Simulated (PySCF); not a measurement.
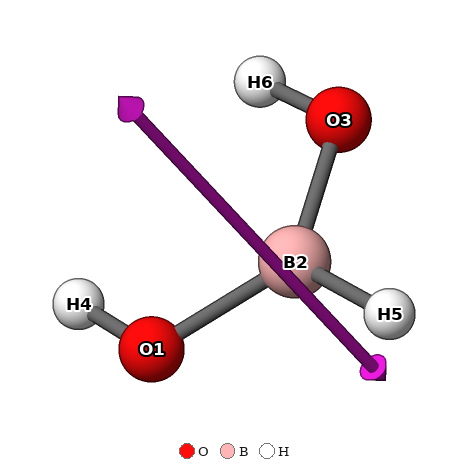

The double arrow shows the direction of the transition dipole to excited singlet state 5 (its length means nothing). Computed geometry: PBE0-D3(BJ)/def2-SVP optimisation. No frequency run is at hand to confirm it as a minimum. Level of theory: TDDFT B3LYP/def2-SVPD, vertical, IEF-PCM tetrahydrofuran (non-equilibrium linear response), core orbitals frozen in the response (PySCF 2.14.0).

**How is the transition polarised?**

Normal to the molecular plane.

**Where does the transition lie, and how strong is it?**

9.16 eV (135 nm), oscillator strength 0.039, mainly HOMO−1 → LUMO+1 (weight 0.94); transition dipole 1.06 D.
